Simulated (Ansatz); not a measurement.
# One shape, several levels: triplet AlGeH4Cl

Aim: a comparison of 6 runs (UB3LYP/6-31G*, U-wB97X/def2-SVP, UHSE06/def2-SVP, UPBE0/def2-SVP, UMP2/def2-SVP, UCCSD(T)/def2-SVP) of triplet AlGeH4Cl. 

Program for the calculation: Ansatz 0.2.0.

68 further runs of the same task are left out: 68 set aside as unsound or not needed.

### Step 1. The molecule

The species is AlGeH4Cl (7 atoms), meant as a triplet with charge 0. SMILES of the parent species: `[Cl][AlH][GeH3]`. The coordinates come from a PBE0-D4/def2-TZVP relaxation. That shape belongs to the parent species and isn't relaxed for this state.

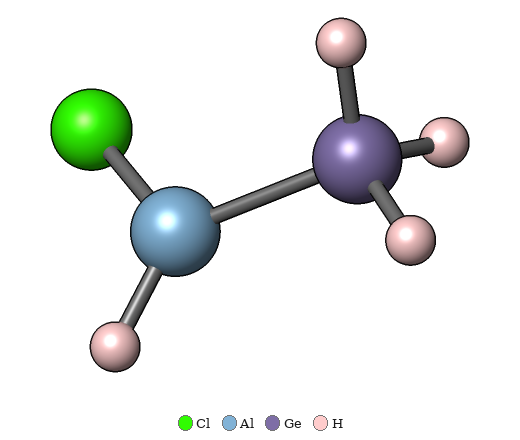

Viewed from a chosen angle; chlorine green, aluminium light blue, germanium purple, hydrogen pink.

### Step 2. The energy at UB3LYP/6-31G(d) (spherical functions) (run 1)

Input file job.yaml:

```yaml
crystal:
  periodic: [false, false, false]
  atoms:
    - {symbol: Cl, position_ang: [-2.499300, -1.527200, -0.126900]}
    - {symbol: Al, position_ang: [-0.425400, -1.314700, 0.144500]}
    - {symbol: Ge, position_ang: [0.501100, 0.959800, -0.093300]}
    - {symbol: H, position_ang: [0.379500, -2.632000, 0.480000]}
    - {symbol: H, position_ang: [0.225700, 1.522500, -1.499900]}
    - {symbol: H, position_ang: [-0.144000, 1.926400, 0.916800]}
    - {symbol: H, position_ang: [2.023700, 0.997300, 0.133100]}
basis:
  gaussian: {orbitals: 6-31G_st_-spherical.json}
magnetization: {spin_polarized: true, initial_magnetization: 2}
hamiltonian: {xc: {name: B3LYP}}
accuracy: high
output: {orbitals: {seedname: orbitals}}
```

The basis set 6-31G* is read from a file made from the Basis Set Exchange's data (not shown).

Command:

```sh
ansatz run job.yaml --threads 1 --pin off --max-ram 3480MiB --events-out events.jsonl --progress --plain --runs-dir runs
```

Log:

```text
Warning: RAYON_NUM_THREADS=1 ignored (pool sized by the plan → 1); use --threads N
Functional definition: B3LYP
  name "B3LYP"
  parameter a0 = 0.2
  parameter ax = 0.72
  parameter ac = 0.81
  exchange = (1 - a0 - ax)*slater_x + ax*b88_x + a0*exact_x
  correlation = (1 - ac)*vwn_rpa_c + ac*lyp_c
1567 factors; integrals over basis functions are off by at most 2.7e-8 eV
mean field evaluation 1: about -75693.3605 eV, gradient 1.2e1 eV
mean field evaluation 2: about -75692.8774 eV, gradient 1.5e1 eV
mean field evaluation 4: about -75693.9608 eV, gradient 5.8e-1 eV
mean field evaluation 8: about -75694.0674 eV, gradient 1.2e-1 eV
mean field evaluation 16: about -75694.0676 eV, gradient 4.3e-4 eV
mean field -75694.06756907 eV, -2781.7056758816 hartree, gradient 4.1e-8 eV, S^2 2.002837; 0 other end points of the search recorded, 0 dependent functions left out
reference -75694.06761351 eV, -2781.7056775148 hartree; 34, 32 occupied and 42, 44 virtual orbitals, 1567 factors
Total energy: -75694.06761351 eV, -2781.7056775148 hartree
```

It took 8.7 s on 1 thread of Intel Xeon 6975P-C (Granite Rapids), shared host; peak memory 0.41 GiB.

### Step 3. A single-point energy at U-wB97X/def2-SVP (run 2)

Input file molecule.yaml:

```yaml
crystal:
  periodic: [false, false, false]
  atoms:
    - {symbol: Cl, position_ang: [-2.499300, -1.527200, -0.126900]}
    - {symbol: Al, position_ang: [-0.425400, -1.314700, 0.144500]}
    - {symbol: Ge, position_ang: [0.501100, 0.959800, -0.093300]}
    - {symbol: H, position_ang: [0.379500, -2.632000, 0.480000]}
    - {symbol: H, position_ang: [0.225700, 1.522500, -1.499900]}
    - {symbol: H, position_ang: [-0.144000, 1.926400, 0.916800]}
    - {symbol: H, position_ang: [2.023700, 0.997300, 0.133100]}
basis:
  gaussian: {orbitals: def2-SVP}
output: {orbitals: {seedname: orbitals}}
hamiltonian: {xc: {name: wB97X}}
magnetization: {spin_polarized: true, initial_magnetization: 2}
accuracy: high
```

Command:

```sh
ansatz run molecule.yaml --threads 1 --pin off --max-ram 3480MiB --events-out events.jsonl --progress --plain --runs-dir runs
```

Log, shortened:

```text
Warning: RAYON_NUM_THREADS=1 ignored (pool sized by the plan → 1); use --threads N
Functional definition: wB97X
  name "wB97X"
[...]
      + exact_x_lr(omega)
[...]
      + integral(e_c_pw_opposite_spin*poly(b97_u_opposite, 1, cos1, cos2, cos3, cos4))
1767 factors; integrals over basis functions are off by at most 6.4e-9 eV
391 factors; integrals over basis functions are off by at most 2.3e-9 eV
[...]
mean field -75688.16637642 eV, -2781.4888110515 hartree, gradient 5.5e-8 eV, S^2 2.005313; 0 other end points of the search recorded, 0 dependent functions left out
reference -75688.16637376 eV, -2781.4888109540 hartree; 34, 32 occupied and 54, 56 virtual orbitals, 1767 factors
Total energy: -75688.16637376 eV, -2781.4888109540 hartree
```

Wall time 38 s (1 thread of Intel Xeon 6975P-C (Granite Rapids), shared host); peak memory 0.97 GiB.

Runs 3 to 5 aren't shown in full; the table further down has their settings and results.

### Step 4. A single-point energy at UCCSD(T)/def2-SVP (run 6)

molecule.yaml, as its differences from that of step 3:

```diff
@@ -11,6 +11,12 @@
 basis:
-  gaussian: {orbitals: def2-SVP}
-output: {orbitals: {seedname: orbitals}}
-hamiltonian: {xc: {name: wB97X}}
-magnetization: {spin_polarized: true, initial_magnetization: 2}
+  gaussian:
+    orbitals: def2-SVP
+magnetization:
+  spin_polarized: true
+  initial_magnetization: 2
+correlation:
+  method: ccsd_t
+  frozen_orbitals: {Al: 5, Cl: 5, Ge: 9, H: 0}
 accuracy: high
+scf:
+  omitted_lower_state_checks: [cluster_reference, increment]
```

Command:

```sh
ansatz run molecule.yaml --threads 1 --pin off --max-ram 3480MiB --events-out events.jsonl --progress --plain --runs-dir runs
```

Log:

```text
Warning: RAYON_NUM_THREADS=1 ignored (pool sized by the plan → 1); use --threads N
[... 12 lines left out ...]
19 core orbitals not correlated: weight in the atoms' cores, before any rotation towards them, 1.000 or more for the frozen orbitals, at most 0.000 for the correlated occupied ones
[... 31 lines left out ...]
Total energy: -75620.76417050 eV, -2779.0118256710 hartree
Checks for a lower state left out: cluster_reference, increment
```

Run time: 37 s. Hardware: 1 thread of Intel Xeon 6975P-C (Granite Rapids), shared host; peak memory 0.74 GiB.

### Step 5. The series

| run | level | frozen core orbitals | energy (Eh) | HOMO energy (eV) | ⟨S²⟩ | wall time |
| --- | --- | --- | --- | --- | --- | --- |
| 1 | UB3LYP/6-31G* (spherical functions) | – | -2781.705678 | -3.63 | 2.003 | 8.7 s |
| 2 | U-wB97X/def2-SVP | – | -2781.488811 | -5.72 | 2.005 | 38 s |
| 3 | UHSE06/def2-SVP | – | -2780.920562 | -3.57 | 2.003 | 11 s |
| 4 | UPBE0/def2-SVP | – | -2780.933769 | -3.95 | 2.003 | 9.3 s |
| 5 | UMP2/def2-SVP | 19 | -2778.960334 | – | 2.007 | 4.2 s |
| 6 | UCCSD(T)/def2-SVP | 19 | -2779.011826 | – | 2.007 | 37 s |

### Step 6. Summary of results

| quantity | value |
| --- | --- |
| run 6: total energy | -2779.01183 Eh |
| run 6: correlation energy (19 core orbitals frozen) | -470.0 mEh |
| run 6: (T) correction | -12.42 mEh |
| run 6: ⟨S²⟩ of the reference determinant | 2.007 |
| run 6: T1 diagnostic | 0.024 |

Totals of different functionals can't be ranked against each other. All runs together took 1.8 min, the longest 38 s.
